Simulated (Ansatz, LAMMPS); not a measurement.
# Electronic structure of liquid K(F,Br) at 1200 K (94 atoms)

Wanted: forces, charges and levels of liquid K(F,Br) at 1200 K (94 atoms).

Program: Ansatz 0.2.0. Level of theory: Kohn-Sham DFT, r2SCAN, PAW (set soft_2), plane waves. Results are calculated unless marked as measured.

### Step 1. The starting structure

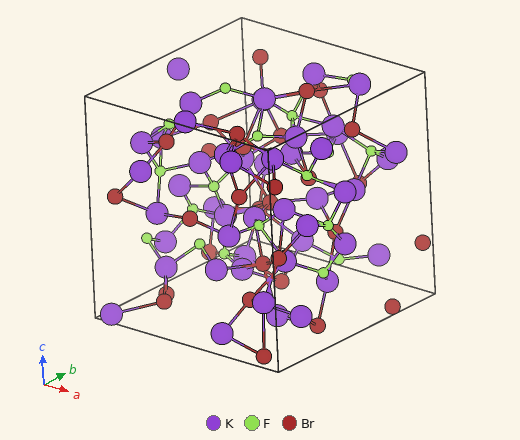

Start, viewed from a free direction; potassium purple, fluorine green, bromine red. Bonds to atoms that aren't drawn are left out. Some periodic images of atoms are drawn too.

The cell holds 94 atoms: 47 K, 18 F and 29 Br. Cell: a = 15.650 Å, b = 15.650 Å, c = 15.650 Å, α = 90.0°, β = 90.0°, γ = 90.0°. 94 atoms (47 K, 18 F, 29 Br) placed at random at 1.95 g/cm³, melted at 1800 K for 10 ps at fixed volume with the Lennard-Jones and Coulomb ion parameters for SPC/E (Joung and Cheatham, J. Phys. Chem. B 112, 9020 (2008)), full charges. Snapshot at the end of a hold of 20 ps at 1200 K and fixed volume.

What the set-up can't give: The network of bonds at the start is that of the classical potential that made the cell, and needn't be the one that DFT or experiment would give. The ion parameters were fitted for water, not for melts, so the starting structure of this cell may lie well off the real melt's. The Brillouin zone is sampled at Γ only, in a cell whose shortest periodic width is 16 Å.

### Step 2. The classical run that made the cell

A classical potential makes the cell, at a small fraction of what the same run would cost in DFT.

This step: classical MD, Lennard-Jones and Coulomb ion parameters for SPC/E (Joung and Cheatham, J. Phys. Chem. B 112, 9020 (2008)), full charges (LAMMPS 22 Jul 2025 - Update 4).

Contents of in.lmp:

```
# melt-quench of K47F18Br29
units metal
atom_style charge
boundary p p p
region box block 0 15.6503 0 15.6503 0 15.6503
create_box 3 box
mass 1 39.0983   # K
mass 2 18.9984   # F
mass 3 79.9040   # Br
create_atoms 1 random 47 495313 NULL overlap 2.2 maxtry 2000
create_atoms 2 random 18 495320 NULL overlap 2.2 maxtry 2000
create_atoms 3 random 29 495327 NULL overlap 2.2 maxtry 2000
pair_style lj/cut/coul/long 9.0
pair_modify mix arithmetic tail yes
pair_coeff 1 1 0.018634 2.8384   # K
pair_coeff 2 2 0.000321 4.0215   # F
pair_coeff 3 3 0.001169 4.9017   # Br
set type 1 charge 1
set type 2 charge -1
set type 3 charge -1
kspace_style pppm 1.0e-4
neigh_modify delay 0 every 1 check yes
thermo_style custom step time temp pe press density
thermo_modify norm yes
timestep 0.002
thermo 100
min_style cg
minimize 1e-4 1e-4 200 2000
reset_timestep 0
velocity all create 1800 495314 mom yes dist gaussian
fix lim all nve/limit 0.05
fix lan all langevin 1800 1800 0.2 495315 zero yes
thermo 500
run 1000 post no
# [... 10 lines left out ...]
compute msd all msd com yes
thermo 2500
fix md all nvt temp 1200 1200 0.2
run 10000 post no
print "== T1200: mean square displacement over the hold $(c_msd[4]:%.2f) A^2"
unfix md
uncompute msd
write_dump all custom T1200.dump id type xs ys zs modify sort id
```

Command:

```
$ lmp -in in.lmp -log none -nocite
```

Output:

```text
LAMMPS (22 Jul 2025 - Update 4)
Created orthogonal box = (0 0 0) to (15.6503 15.6503 15.6503)
Created 47 atoms
Created 18 atoms
Created 29 atoms
PPPM initialization ...
  G vector (1/distance) = 0.30301605
  grid = 10 10 10
  estimated relative force accuracy = 8.6870366e-05
   Step          Time           Temp          PotEng         Press         Density
         0   0              0              0.97843094     354602.17      1.9479838
       100   0.2            0             -3.6539992     -2281.1468      1.9479838
       116   0.232          0             -3.6647333     -3134.7914      1.9479838
Loop time of 0.0292531 s on 1 MPI rank(s) for 116 steps with 94 atoms
Minimization stats:
  Stopping criterion = energy tolerance
  Energy initial, next-to-last, final =
     0.978430943626653  -3.66441434995131   -3.6647332953487
  Force two-norm initial, final = 336.5092 0.48623392
  Iterations, force evaluations = 116 136
   Step          Time           Temp          PotEng         Press         Density
         0   0              1800          -3.6647333      2894.5683      1.9479838
       500   1              1817.6374     -3.4590914      8081.4592      1.9479838
      1000   2              1806.7839     -3.4408803      9388.0401      1.9479838
Loop time of 0.173792 s on 1 MPI rank(s) for 1000 steps with 94 atoms
   Step          Time           Temp          PotEng         Press         Density
      1000   2              1806.7839     -3.4408803      9388.0401      1.9479838
      1666   3.332          1709.3207     -3.4549882      10522.421      1.9479838
      2499   4.998          1967.4937     -3.4126317      12501.557      1.9479838
      3332   6.664          1828.0051     -3.4355892      11809.178      1.9479838
      4165   8.33           1886.5079     -3.4002763      7458.8676      1.9479838
      4998   9.996          1703.3205     -3.4347614      12610.417      1.9479838
[... 2 lines left out ...]
Loop time of 0.867836 s on 1 MPI rank(s) for 5000 steps with 94 atoms
   Step          Time           Temp          PotEng         Press         Density
[... 5 lines left out ...]
Loop time of 0.430239 s on 1 MPI rank(s) for 2500 steps with 94 atoms
   Step          Time           Temp          PotEng         Press         Density
[... 2 lines left out ...]
     12500   25             1186.8427     -3.5075755      966.22481      1.9479838
     15000   30             1187.6703     -3.5241825      2255.7227      1.9479838
     17500   35             1118.3045     -3.5322391      1607.3294      1.9479838
     18500   37             1179.1023     -3.523892       2018.4956      1.9479838
Loop time of 1.69604 s on 1 MPI rank(s) for 10000 steps with 94 atoms
== T1200: mean square displacement over the hold 56.67 A^2
```

It took 3.3 s on 1 thread of Arm Neoverse V2, shared host; peak memory 0.076 GiB.

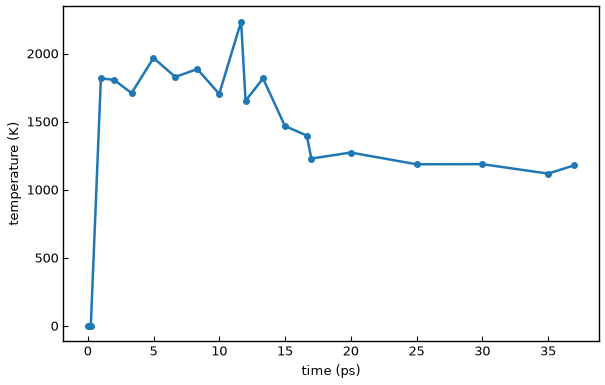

Temperature, plotted against time.

### Step 3. Plane-wave single point

One self-consistent run at the given positions yields energy and forces.

Contents of input.yaml:

```yaml
crystal:
  lattice:
    - [15.6503, 0.0, 0.0]
    - [0.0, 15.6503, 0.0]
    - [0.0, 0.0, 15.6503]
  atoms:
    - { symbol: K, position: [0.22845, 0.58451, 0.31129] }
    - { symbol: K, position: [0.08694, 0.00422, 0.03656] }
    - { symbol: K, position: [0.84609, 0.1005, 0.24081] }
    - { symbol: K, position: [0.57217, 0.77369, 0.4058] }
    - { symbol: K, position: [0.77933, 0.99239, 0.55766] }
    - { symbol: K, position: [0.76786, 0.28831, 0.80333] }
    - { symbol: K, position: [0.48636, 0.07111, 0.97911] }
    - { symbol: K, position: [0.59183, 0.19109, 0.44686] }
    - { symbol: K, position: [0.28289, 0.00816, 0.72743] }
    - { symbol: K, position: [0.32548, 0.74458, 0.80024] }
    - { symbol: K, position: [0.26777, 0.66667, 0.54921] }
    - { symbol: K, position: [0.77696, 0.5827, 0.14941] }
    - { symbol: K, position: [0.82593, 0.72118, 0.52542] }
    - { symbol: K, position: [0.74575, 0.0522, 0.86776] }
    - { symbol: K, position: [0.4998, 0.55673, 0.91392] }
    - { symbol: K, position: [0.24611, 0.4206, 0.61218] }
    - { symbol: K, position: [0.19945, 0.72498, 0.06903] }
    - { symbol: K, position: [0.15712, 0.92895, 0.40456] }
    - { symbol: K, position: [0.16319, 0.27301, 0.17195] }
    - { symbol: K, position: [0.82343, 0.78979, 0.97655] }
    - { symbol: K, position: [0.27333, 0.35138, 0.91142] }
    - { symbol: K, position: [0.95761, 0.38269, 0.86328] }
    - { symbol: K, position: [0.6776, 0.54056, 0.78993] }
    - { symbol: K, position: [0.01114, 0.76267, 0.22919] }
    - { symbol: K, position: [0.55434, 0.81074, 0.94924] }
    - { symbol: K, position: [0.73832, 0.36978, 0.30601] }
    - { symbol: K, position: [0.10566, 0.22258, 0.7373] }
    - { symbol: K, position: [0.44048, 0.2725, 0.22886] }
    - { symbol: K, position: [0.90926, 0.25915, 0.13785] }
    - { symbol: K, position: [0.51906, 0.97876, 0.61227] }
    - { symbol: K, position: [0.69652, 0.00143, 0.09977] }
    - { symbol: K, position: [0.6709, 0.7839, 0.75233] }
    - { symbol: K, position: [0.6474, 0.40596, 0.02503] }
    - { symbol: K, position: [0.01037, 0.44761, 0.18709] }
    - { symbol: K, position: [0.38798, 0.4934, 0.13982] }
    - { symbol: K, position: [0.99806, 0.46979, 0.64659] }
    - { symbol: K, position: [0.7487, 0.36662, 0.54301] }
    - { symbol: K, position: [0.51178, 0.28261, 0.76298] }
    - { symbol: K, position: [0.0202, 0.56849, 0.92615] }
    - { symbol: K, position: [0.51605, 0.69139, 0.62431] }
    - { symbol: K, position: [0.90328, 0.56133, 0.3572] }
    - { symbol: K, position: [0.95569, 0.27249, 0.55429] }
    - { symbol: K, position: [0.49525, 0.46418, 0.40922] }
    - { symbol: K, position: [0.07788, 0.47734, 0.44672] }
    - { symbol: K, position: [0.17649, 0.21745, 0.43837] }
    - { symbol: K, position: [0.41014, 0.85116, 0.14862] }
    - { symbol: K, position: [0.98234, 0.8175, 0.6983] }
    - { symbol: F, position: [0.41166, 0.41522, 0.99046] }
    - { symbol: F, position: [0.85202, 0.47546, 0.24414] }
    - { symbol: F, position: [0.29327, 0.34296, 0.2837] }
    - { symbol: F, position: [0.81778, 0.84795, 0.65299] }
    - { symbol: F, position: [0.93315, 0.42804, 0.49446] }
    - { symbol: F, position: [0.53874, 0.67975, 0.80337] }
    - { symbol: F, position: [0.53317, 0.93484, 0.06323] }
    - { symbol: F, position: [0.24368, 0.50328, 0.4751] }
    - { symbol: F, position: [0.70193, 0.88371, 0.93238] }
    - { symbol: F, position: [0.11103, 0.32294, 0.5755] }
    - { symbol: F, position: [0.22459, 0.56978, 0.14242] }
    - { symbol: F, position: [0.03474, 0.30586, 0.25983] }
    - { symbol: F, position: [0.85737, 0.39759, 0.71228] }
    - { symbol: F, position: [0.05902, 0.57251, 0.30292] }
    - { symbol: F, position: [0.565, 0.42864, 0.80729] }
    - { symbol: F, position: [0.1177, 0.38515, 0.76699] }
    - { symbol: F, position: [0.60308, 0.82297, 0.60347] }
    - { symbol: F, position: [0.61198, 0.35897, 0.44081] }
    - { symbol: Br, position: [0.61745, 0.98762, 0.40887] }
    - { symbol: Br, position: [0.27723, 0.18385, 0.79766] }
    - { symbol: Br, position: [0.97727, 0.96221, 0.23802] }
    - { symbol: Br, position: [0.88828, 0.03913, 0.03092] }
    - { symbol: Br, position: [0.915, 0.12826, 0.76927] }
    - { symbol: Br, position: [0.65021, 0.20685, 0.91636] }
    - { symbol: Br, position: [0.86901, 0.67778, 0.82347] }
    - { symbol: Br, position: [0.84581, 0.43145, 0.01942] }
    - { symbol: Br, position: [0.55794, 0.43247, 0.22825] }
    - { symbol: Br, position: [0.10551, 0.04085, 0.55904] }
    - { symbol: Br, position: [0.38828, 0.53625, 0.67667] }
    - { symbol: Br, position: [0.74002, 0.68868, 0.32485] }
    - { symbol: Br, position: [0.99992, 0.72985, 0.03772] }
    [... 10 atom lines left out ...]
    - { symbol: Br, position: [0.08789, 0.35161, 0.00427] }
    - { symbol: Br, position: [0.27423, 0.12522, 0.09696] }
    - { symbol: Br, position: [0.19657, 0.88519, 0.91148] }
    - { symbol: Br, position: [0.4247, 0.64618, 0.39654] }
    - { symbol: Br, position: [0.00695, 0.752, 0.48746] }
    - { symbol: Br, position: [0.46429, 0.94362, 0.80716] }
kpoints:
  mp_grid: { grid: [1, 1, 1] }
hamiltonian:
  xc: r2scan
scf:
  occupations: { method: gaussian, width: 0.05 }
output:
  forces: true
  stress: true
  populations: intrinsic
  dos:
    method: { smearing: { sigma: 0.15 } }
    de: 0.1
    projected: { site_lists: { Br: [Br], F: [F], K: [K] } }
  eigenvalues: true
  write_density: true
  write_potential: true
  volumetric_format: npy
```

Command:

```
$ ansatz run input.yaml --threads 8 --pin off --max-ram 15872MiB --backend cpu --events-out ev --progress --plain --runs-dir out
```

Output:

```text
Engine: ansatz 0.2.0, aarch64-unknown-linux-gnu
Pseudopotentials: kind: paw
Pseudopotential: K, paw, valence charge 9, recommended cutoff 500 eV (meta_gga), K.paw.azcp
Pseudopotential: F, paw, valence charge 7, recommended cutoff 500 eV (meta_gga), F.paw.azcp
Pseudopotential: Br, paw, valence charge 7, recommended cutoff 500 eV (meta_gga), Br.paw.azcp
[... 6 lines on functional and potentials left out ...]
Crystal: 94 atoms, lattice volume = 3833.258 Å³
Basis set: ecut = 500 eV, 97521 PW (Γ), exchange–correlation on 480×480×480 points (64 copies of the dense FFT grid, shifted against one another)
Bands: 470, of which v1, the nominal top of the filled ones, is band 376 counted from 1 (375 counted from 0)
Symmetry: 1 space group operations
Space group: P1 (ITA 1), of the structure as read, at distance tolerance 1.6e-4 Å
k-points: 1
[... 10 lines on functional and potentials left out ...]
Initial density: superposition of atomic densities (neutral atoms: chi_scale 0, normalization atom), corrected by the library's trained network
Initial wavefunctions: pseudopotential atomic-orbital guess
Functional: x = r2scan, c = r2scan; τ floored in thin density (d = 2e-4 eV/Å³)
SCF iter   1: F=—  HF=-168207.089862 eV  |F-HF|=—  |Δ(HF+E_count)|=         —  Δρ=4.10e-3  dr2=7.51e-1  dr2_τ=5.21e-1  ethr=1.77e-3  ⟨swp⟩=7.0  Hψ=1964  notcnv=0  defer=71
preconditioner: auto → Resta (q_TF=auto, 2.080 Å⁻¹)  ε∞=2.1  [insulator: Δε(μ)=3.535 eV  Ē_g=14.027 eV  σ=0.050 eV  W_gap=1.00  n_scr=586 (ndim 8)  ℏωp=15.0 eV  f_vac=0.273  D(μ)=0.00/eV (n_scr^D=0)  ε∞_Penn≈2.1]
SCF iter   2: F=—  HF=-168208.129980 eV  |F-HF|=—  |Δ(HF+E_count)|=    1.04e0  Δρ=2.06e-3  dr2=9.72e-2  dr2_τ=1.46e-2  ethr=9.99e-5  ⟨swp⟩=3.0  Hψ=884  notcnv=0  defer=87
SCF iter   3: F=—  HF=-168208.125257 eV  |F-HF|=—  |Δ(HF+E_count)|=   4.72e-3  Δρ=7.43e-4  dr2=2.73e-2  dr2_τ=1.39e-3  ethr=1.29e-5  ⟨swp⟩=2.0  Hψ=719  notcnv=0  defer=87
SCF iter   4: F=—  HF=-168208.124096 eV  |F-HF|=—  |Δ(HF+E_count)|=   1.16e-3  Δρ=2.48e-4  dr2=2.34e-3  dr2_τ=1.93e-4  ethr=3.63e-6  ⟨swp⟩=2.0  Hψ=708  notcnv=0  defer=87
SCF iter   5: F=—  HF=-168208.125024 eV  |F-HF|=—  |Δ(HF+E_count)|=   9.29e-4  Δρ=1.38e-4  dr2=5.46e-4  dr2_τ=5.04e-5  ethr=3.11e-7  ⟨swp⟩=2.0  Hψ=712  notcnv=0  defer=87
SCF iter   6: F=—  HF=-168208.125096 eV  |F-HF|=—  |Δ(HF+E_count)|=   7.22e-5  Δρ=5.11e-5  dr2=7.95e-5  dr2_τ=7.12e-6  ethr=7.27e-8  ⟨swp⟩=2.0  Hψ=710  notcnv=0  defer=87
SCF iter   7: F=—  HF=-168208.125282 eV  |F-HF|=—  |Δ(HF+E_count)|=   1.86e-4  Δρ=1.02e-5  dr2=5.81e-6  dr2_τ=5.94e-7  ethr=1.06e-8  ⟨swp⟩=2.0  Hψ=799  notcnv=0  defer=87
SCF iter   8: F=—  HF=-168208.125298 eV  |F-HF|=—  |Δ(HF+E_count)|=   1.58e-5  Δρ=6.39e-6  dr2=1.25e-6  dr2_τ=9.15e-8  ethr=7.72e-10  ⟨swp⟩=2.0  Hψ=712  notcnv=0  defer=87
SCF iter   9: F=—  HF=-168208.125299 eV  |F-HF|=—  |Δ(HF+E_count)|=   1.08e-6  Δρ=2.85e-6  dr2=2.59e-7  dr2_τ=2.10e-8  ethr=1.66e-10  ⟨swp⟩=2.0  Hψ=711  notcnv=0  defer=87
SCF iter  10: F=-168208.125300 eV  HF=-168208.125299 eV  |F-HF|=6.02e-8  |Δ(HF+E_count)|=   3.04e-7  Δρ=7.28e-7  dr2=2.73e-8  dr2_τ=1.45e-9  ethr=1.33e-11  ⟨swp⟩=22.0  Hψ=4367  notcnv=0
SCF 1 converged in 10 iterations: F = -168208.125300 eV  dr2 = 2.73e-8
  greatest PAW one-centre occupation: 0.989 electrons in one spin orbital (limit 2), on the K atom at site 2 (counted from 0), in its partial waves of l = 0
WARN: The input density's exchange-correlation potential varies sharply where the density is thin. Do not read a vacuum level from v_tot or v_xc, or from such a field of the output density. On a cell that repeats whose density bears no net charge and no dipole along the vacuum's axis use v_es (v_loc + v_h of the components); [...]
SCF converged after 10 iterations
Free energy (F): -168208.125300 eV
Harris-Foulkes:  -168208.125299 eV  (|F-HF|=6.02e-8)
Internal energy: -168208.125300 eV  (E = F + TS)
E sigma→0 (E₀):  -168208.125300 eV
Fermi energy:    1.779550 eV
--- Per-component energies (eV) ---
  E_band       = -8345.388397
  E_kinetic    = 19565.728064
  E_local      = -65338.010356  (includes V_loc(G=0)·N_el)
  E_nonlocal   = 3917.892304
  E_hartree    = 24796.206359
  E_xc         = -15019.451520
  E_vxc        = -14237.447611  (∫ρ·V_xc dr)
  E_paw        = -106507.961985  (= ΣΔE_a)
  E_vpaw       = -2724.126148  (= ΣTr[D̂ρ^β])
  E_aug_tail   = 0.018408  (compensation charges beyond the density's cutoff)
  E_vtau       = 878.151330  (kinetic-family band-sum trace: ∫τ·v_τ [+ j·A + Jᵃ·Aᵃ] dr)
  E_ewald      = -29608.173208
  E_core_change = -14.373365  (= ΣΔE_core)
  E_smearing   = -0.000000  (= −TS)
  E_closure    = 0.000000  (closes the sum)
  Σ components = -168208.125300   (vs F -168208.125300, Δ=0.00e0)
--- Forces (eV/Å), atoms counted from 1 ---
  atom   1  K     -0.05129042    -0.11304411    -0.16578441
  atom   2  K      0.24242049    -0.07522268     0.07344396
  atom   3  K      0.09569021    -0.47218452     0.49362039
  atom   4  K      0.30283416     0.30883778     0.37635777
  atom   5  K      0.02482103    -0.36377023     0.25889703
  atom   6  K      0.57394178     0.32455978    -0.92572513
  atom   7  K     -0.32381842    -0.30347756    -0.00266377
  atom   8  K      0.03202777     0.21263065     0.00579460
  atom   9  K     -0.19274572    -0.55234969    -0.16153723
  atom  10  K      0.12230101     0.01460302    -0.08639360
  atom  11  K     -0.05058633    -0.69353072    -0.29887494
  atom  12  K     -0.03040197    -0.05427704     0.21548231
  atom  13  K     -0.60018355     0.43339623     0.42087221
  atom  14  K      0.46985192    -0.85751436    -0.22630306
[...]
atom  93  Br     0.46392034     0.00217546    -0.35260310
  atom  94  Br     0.17954038     0.13271084     0.15178018
  max |Σ_I F_I| component: 1.09e-4 eV/Å
--- Stress (GPa, compression-positive) ---
       -1.027763      -0.176094      -0.024781
       -0.176094      -1.162201       0.086420
       -0.024781       0.086420      -0.936833
  P = ⅓ Tr σ = -1.0423 GPa (-10.423 kbar)
--- Band table (eV) ---
  k-point 0: bands = ["-31.6252", "-31.2487", "-31.0427", "-30.9525", [... 454 levels ...], "7.1970", "7.2029", "7.2302", "7.2424", "7.2715", "7.2832", "7.3094", "7.3454", "7.3592", "7.3793", "7.3996", "7.4183"]
--- intrinsic populations: 94 sites ---
  site symbol       q [e]
     0      K      8.1611
     1      K      8.2089
     2      K      8.2228
[...]
93     Br      7.7547
  spilling = -0.000000 (of n_electrons = 752.000000)
```

Run time: 80 s. Hardware: 8 threads of Arm Neoverse V2, shared host; peak memory 11 GiB.

The program notes that the exchange-correlation potential is rough where the density is thin.

The run gave:

```
free energy                                      : -168208.1253 eV
free energy per atom                             : -1789.4481 eV/atom
SCF cycles                                       : 10
pressure                                         : -1.042 GPa
r.m.s. force component                           : 0.3135 eV/Å
longest force                                    : 1.224 eV/Å
Fermi energy                                     : 1.78 eV
gap (highest filled to lowest empty level) : 3.301 eV
```

Length of the force by element:

```tsv
element	coordination	atoms	mean length of the force (eV/Å)	spread	least	most
Br	all	29	0.426	0.245	0.0434	1.22
F	all	18	0.483	0.160	0.239	0.751
K	all	47	0.536	0.234	0.142	1.14
```

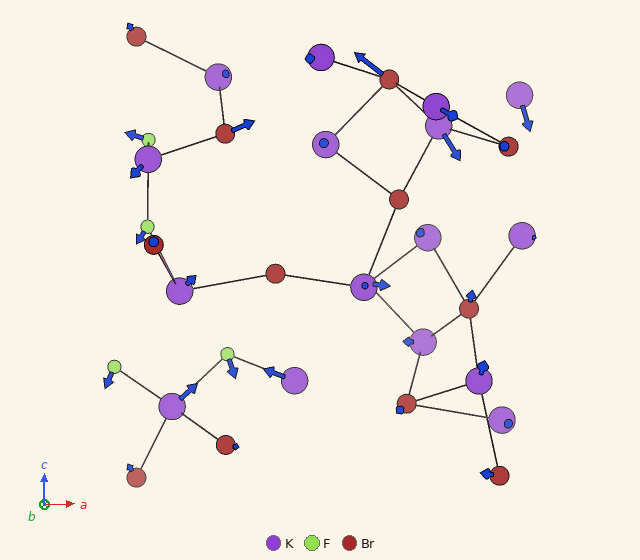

Forces as arrows; the longest in the cell is 1.22 eV/Å. Drawn is a slice 6 Å thick, seen along the normal of the ac plane. Bonds to atoms that aren't drawn are left out.

Intrinsic-atomic-orbital charges by element:

```tsv
element	coordination	atoms	mean charge (e)	spread	least	most
Br	all	29	-0.767	0.0162	-0.803	-0.744
F	all	18	-0.892	0.0048	-0.899	-0.883
K	all	47	0.815	0.0252	0.767	0.877
```

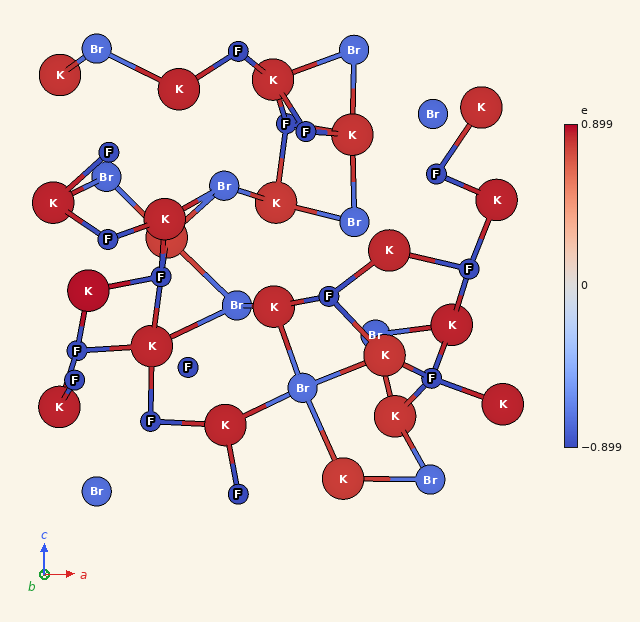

Atoms coloured by intrinsic-atomic-orbital charge. Drawn is a slice 6 Å thick, seen along the normal of the ac plane. Bonds to atoms that aren't drawn are left out.

[end of part 1 of 2]

[Logs are printed without paths, hosts, clocks, repeated set-up lines and the standing remarks that a program may print on its own settings, such as how far it seeks lower states.]

[Hosts, paths, dates, database ids (printed as entryN), source tags and the programs' standing remarks are cut or masked in the printed files.]
